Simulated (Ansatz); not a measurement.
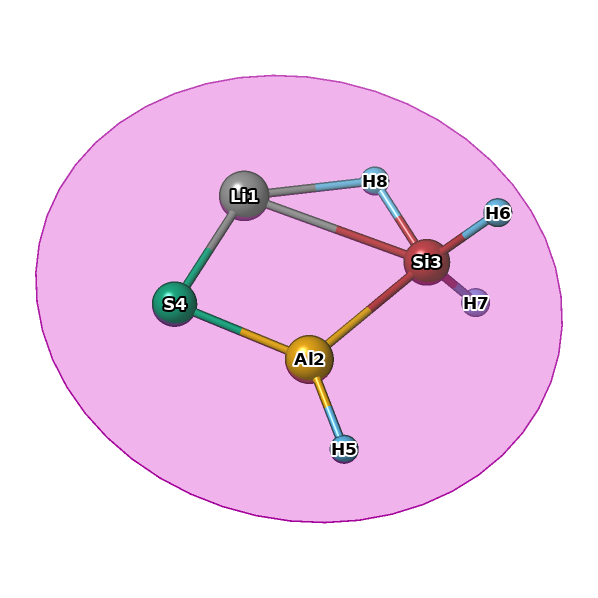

A disc through the centre of mass is drawn in. Depth is shown by fading: the farther an atom, the more it takes the colour of the background. The geometry was computed by an optimisation with PBE0-D4/def2-TZVP. No frequency run is at hand to confirm it as a minimum.

> Is the plane of the disc a mirror plane of the structure?

Yes. The reflection leaves Li1, Al2, Si3, S4, H5, H8 in place and moves H6 ↔ H7. The point group is Cs.
